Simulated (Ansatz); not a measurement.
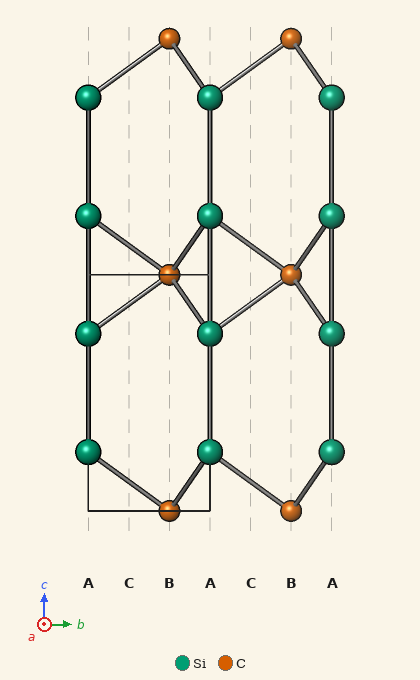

Projection along an edge of the hexagonal mesh, stacking direction c upwards. The dashed lines mark the three columns A (0, 0), B (1/3, 2/3) and C (2/3, 1/3). The sequence starts with the first layer at or above the cell's origin.

Si₂C (space group P-6m2, No. 187): the input geometry of an electronic-structure calculation (not necessarily at equilibrium); the starting structure was generated, so it need not be a known form of this composition.

Question: Give the sequence of layers in one repeat, with element and column.

Answer: C(B) – Si(A) – Si(A) (three layers in 4.84 Å).

Heights of the layers:

```
layer  atoms (column)  height (Å)  to next (Å)
    1            C(B)        0.00         1.21
    2           Si(A)        1.21         2.43
    3           Si(A)        3.64         1.21
```
